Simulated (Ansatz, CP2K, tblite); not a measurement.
# Running random packing of 23Li2O-77B2O3 (mol %) (59 atoms) with CP2K, part 2 of 2

Aim: run random packing of 23Li2O-77B2O3 (mol %) (59 atoms) in CP2K and see how near its forces come to a plane-wave reference, and at what cost.

Program: CP2K 2026.2; the method stands at each step. Banners, paths, timers and routine set-up lines are dropped from the logs unmarked, and long logs keep their key lines alone; longer cuts are marked.

So far. Step 3 (PBE, DZVP-MOLOPT-SR, 800/20 Ry, diagonalisation): Against the first run (2.7 %), the force difference from the reference is 2.8 %, at 0.59 times the CPU time: the change moves forces by 18 meV/Å r.m.s., so most of the difference comes from elsewhere.

## Step 4: PBE, SZV-MOLOPT-SR, 800/50 Ry, diagonalisation

Method: Kohn-Sham DFT, PBE, GTH-PBE pseudopotentials, Gaussian and plane waves, SZV-MOLOPT-SR-GTH, diagonalisation.

Contents of input.inp:

```
&GLOBAL
  PROJECT cell
  RUN_TYPE ENERGY_FORCE
  PRINT_LEVEL LOW
&END GLOBAL
&FORCE_EVAL
  METHOD QS
  STRESS_TENSOR ANALYTICAL
  &DFT
    BASIS_SET_FILE_NAME BASIS_MOLOPT
    POTENTIAL_FILE_NAME GTH_POTENTIALS
    &MGRID
      CUTOFF 800
      REL_CUTOFF 50
      NGRIDS 5
    &END MGRID
    &QS
      EPS_DEFAULT 1.0E-12
    &END QS
    &SCF
      SCF_GUESS ATOMIC
      EPS_SCF 1.0E-06
      MAX_SCF 200
      ADDED_MOS 14
      &DIAGONALIZATION
        ALGORITHM STANDARD
      &END DIAGONALIZATION
      &SMEAR ON
        METHOD FERMI_DIRAC
        ELECTRONIC_TEMPERATURE [K] 580
      &END SMEAR
      &MIXING
        METHOD BROYDEN_MIXING
        ALPHA 0.3
        NBROYDEN 8
      &END MIXING
      &PRINT
        &RESTART OFF
        &END RESTART
      &END PRINT
    &END SCF
    &XC
      &XC_FUNCTIONAL PBE
      &END XC_FUNCTIONAL
    &END XC
    &PRINT
      &MULLIKEN ON
      &END MULLIKEN
      &HIRSHFELD ON
        SHAPE_FUNCTION DENSITY
      &END HIRSHFELD
      &MO ON
        EIGENVALUES T
        OCCUPATION_NUMBERS T
        MO_INDEX_RANGE 127 150
        &EACH
          QS_SCF 0
        &END EACH
        ADD_LAST NUMERIC
      &END MO
    &END PRINT
  &END DFT
  &SUBSYS
    &CELL
      A 8.69350 0.00000 0.00000
      B 0.00000 8.69350 0.00000
      C 0.00000 0.00000 8.69350
    &END CELL
    &COORD
[... 59 atom lines left out: the same atoms as in the first run ...]
    &END COORD
    &KIND Li
      BASIS_SET SZV-MOLOPT-SR-GTH-q3
      POTENTIAL GTH-PBE-q3
    &END KIND
    &KIND O
      BASIS_SET SZV-MOLOPT-SR-GTH-q6
      POTENTIAL GTH-PBE-q6
    &END KIND
    &KIND B
      BASIS_SET SZV-MOLOPT-SR-GTH-q3
      POTENTIAL GTH-PBE-q3
    &END KIND
  &END SUBSYS
  &PRINT
    &FORCES ON
    &END FORCES
    &STRESS_TENSOR ON
    &END STRESS_TENSOR
  &END PRINT
&END FORCE_EVAL
```

The run is started by

```bash
OMP_NUM_THREADS=2 cp2k.psmp -i input.inp > output.txt
```

Numbers of over 12 decimals in the logs are rounded to 6 here.

The log of the run:

```text
CP2K| version string:                                       CP2K version 2026.2
 CP2K| Input file name                                                 input.inp
 GLOBAL| Basis set file name                                        BASIS_MOLOPT
 GLOBAL| Potential file name                                      GTH_POTENTIALS
[... lines left out ...]
 Number of electrons:                                                        276
[... lines left out ...]
  Step     Update method      Time    Convergence         Total energy    Change
[... lines left out ...]
  *** SCF run converged in    92 steps ***
[... lines left out ...]
  Fermi energy:                                                 0.112755
  Total energy:                                              -626.428800
  Total energy (extrapolated to T->0):                       -626.421496
[... lines left out ...]
 MO| E(Fermi):            0.112755 a.u.          3.068221 eV
[... lines left out ...]
 ENERGY| Total FORCE_EVAL ( QS ) energy [hartree]           -626.428801
[... lines left out ...]
 FORCES|      1  1.18956038E-02  2.26727960E-02 -5.11361734E-03   2.61095796E-02
 FORCES|      2 -8.01694894E-03 -6.81682131E-04  3.35838520E-04   8.05288447E-03
 FORCES|      3  6.86079316E-03  1.55074274E-03 -4.10638342E-03   8.14479408E-03
[...]
FORCES|     58 -4.42515651E-02 -3.48849109E-02 -4.02854856E-02   6.92681628E-02
 FORCES|     59  1.16605625E-02 -6.48726772E-02  7.55446597E-03   6.63438235E-02
 FORCES| Sum    -6.52936698E-04  2.90393782E-04 -2.81160328E-04
 FORCES| Total atomic force                                       7.67923180E-04
 STRESS| Analytical stress tensor [bar]
 STRESS|                        x                   y                   z
 STRESS|      x       -1.20535766727E+05   1.23938069030E+03  -9.97022105006E+03
 STRESS|      y        1.23938069030E+03  -8.90999080574E+04  -1.38279275545E+04
 STRESS|      z       -9.97022105006E+03  -1.38279275545E+04  -1.15822475931E+05
 STRESS| 1/3 Trace                                            -1.08486050238E+05
```

Elapsed: 5.4 min, on 2 threads of Arm Neoverse V2, shared host; peak memory 2.4 GiB; 9.3 min of CPU time.

Against the reference:

| Quantity | Value |
| --- | --- |
| r.m.s. force component | 2.115 eV/Å |
| r.m.s. difference of force components | 974.9 meV/Å |
| longest difference of force vectors | 3431 meV/Å |
| force difference over r.m.s. force | 38.45 % |
| slope of forces against the reference's | 0.7741 |
| correlation of force components | 0.9278 |
| pressure | -10.85 GPa |
| pressure difference | 11.98 GPa |

This is a coarse setting, run to see what it loses.

Against the first run (2.7 %), the force difference from the reference is 38 %, at 0.77 times the CPU time (on 2 against 4 cores) (92 SCF steps against 65), with 224 basis functions against 725: the smaller basis costs accuracy.

## Step 5: All runs compared

Differences are against the plane-wave reference, forces as r.m.s. over components; share is that over the reference's r.m.s. force, slope the least-squares factor from reference forces to these. Total energies of different programs have different zeros and aren't compared.

| run | Δ force, r.m.s. (meV/Å) | share (%) | slope | Δ pressure (GPa) | cores | CPU time | memory (GiB) |
| --- | --- | --- | --- | --- | --- | --- | --- |
| reference | - | - | - | - | 4 | 19 s | 0.71 |
| CP2K PBE, DZVP-MOLOPT-SR, 800/50 Ry, diagonalisation | 68.2 | 2.69 | 0.986 | 0.741 | 4 | 12 min | 3.3 |
| CP2K PBE, DZVP-MOLOPT-SR, 800/20 Ry, diagonalisation (coarse) | 70.5 | 2.78 | 0.985 | 0.905 | 4 | 7.2 min | 3.3 |
| CP2K PBE, SZV-MOLOPT-SR, 800/50 Ry, diagonalisation (coarse) | 975 | 38.5 | 0.774 | 12.0 | 2 | 9.3 min | 2.4 |

Rows marked coarse were listed beforehand as settings not expected to be converged; some can still land near the reference.

CPU time is summed over cores on a shared host, where runs went side by side, so it is rough. Symmetry, cutoffs, thresholds, outputs and thread counts weren't matched or tuned between programs; memory under MPI is the largest rank's times the ranks.

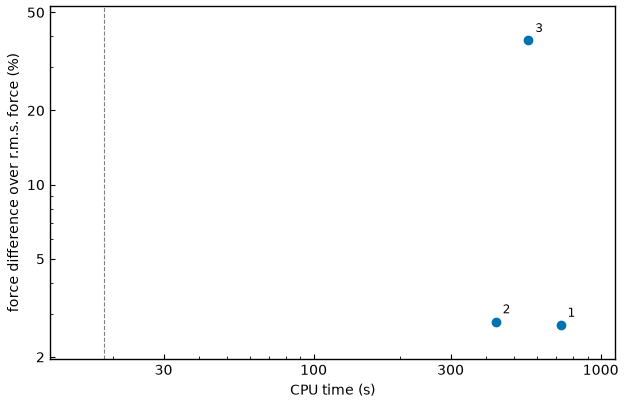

Force difference against CPU time; the dashed line marks the reference's time. Points: 1 CP2K PBE, DZVP-MOLOPT-SR, 800/50 Ry, diagonalisation; 2 CP2K PBE, DZVP-MOLOPT-SR, 800/20 Ry, diagonalisation; 3 CP2K PBE, SZV-MOLOPT-SR, 800/50 Ry, diagonalisation.

Mean charges by element (e), by run and scheme:

| run | scheme | Li | O | B |
| --- | --- | --- | --- | --- |
| reference | Löwdin | +0.75 | -0.35 | +0.44 |
| CP2K PBE, DZVP-MOLOPT-SR, 800/50 Ry, diagonalisation | Mulliken | +0.58 | -0.30 | +0.32 |
| CP2K PBE, DZVP-MOLOPT-SR, 800/50 Ry, diagonalisation | Hirshfeld | +0.15 | -0.18 | +0.26 |

The reference's Löwdin charges lack the electrons that the projection spills, 0.027 e an atom on average.

Within one program, basis, potentials and functional, energies share a zero. Each run against its twin at the usual cutoff or grid and solver:

| run | twin | Δ energy (meV/atom) | Δ force, r.m.s. (meV/Å) | CPU time over the twin's |
| --- | --- | --- | --- | --- |
| CP2K PBE, DZVP-MOLOPT-SR, 800/20 Ry, diagonalisation | DZVP-MOLOPT-SR, 800/50 Ry, diagonalisation | -1.42 | 18.0 | 0.59 |

Further runs of this program without a result: CP2K GFN1-xTB, diagonalisation (not converged).

## Step 6: Results

```
nearest in forces : CP2K PBE, DZVP-MOLOPT-SR, 800/50 Ry, diagonalisation, 2.7 %
its CPU time      : 12 min
```

**Reading.** The PBE run in local orbitals, coarse settings apart, differs by 2.7 % (CP2K PBE, DZVP-MOLOPT-SR, 800/50 Ry, diagonalisation); basis, grid and potentials can all enter. CP2K PBE, SZV-MOLOPT-SR, 800/50 Ry, diagonalisation needed 92 SCF steps, so its time overstates the method's usual cost. Runs with settings chosen to be coarse differ by 2.8 % (CP2K PBE, DZVP-MOLOPT-SR, 800/20 Ry, diagonalisation) to 38 % (CP2K PBE, SZV-MOLOPT-SR, 800/50 Ry, diagonalisation), their programs' other errors included. None of the electronic-structure runs in the table takes under half the reference's CPU time of 19 s; they take 23 to 39 times as much. In pressure, CP2K PBE, SZV-MOLOPT-SR, 800/50 Ry, diagonalisation misses by +12.0 GPa, at the same functional. Charges hang on scheme and program or settings: among these rows the mean for Li runs from +0.15 to +0.75 e. The reference's stress is far from hydrostatic: its diagonal is -26.7, -18.5, -23.3 GPa, compression counted positive. The reference's pressure of -23 GPa belongs to a cell and atoms that aren't relaxed at this level. The electronic-structure runs sample only Γ, in a cell whose shortest periodic width is 9 Å, which is coarse for a cell with partly filled levels.

[Also dropped from logs without a mark: logging warnings of Python, and SIESTA's first energy breakdown and zero terms.]

[Logs are printed without paths, hosts, clocks, repeated set-up lines and the standing remarks that a program may print on its own settings, such as how far it seeks lower states.]

[Hosts, paths, dates, database ids (printed as entryN), source tags and the programs' standing remarks are cut or masked in the printed files.]
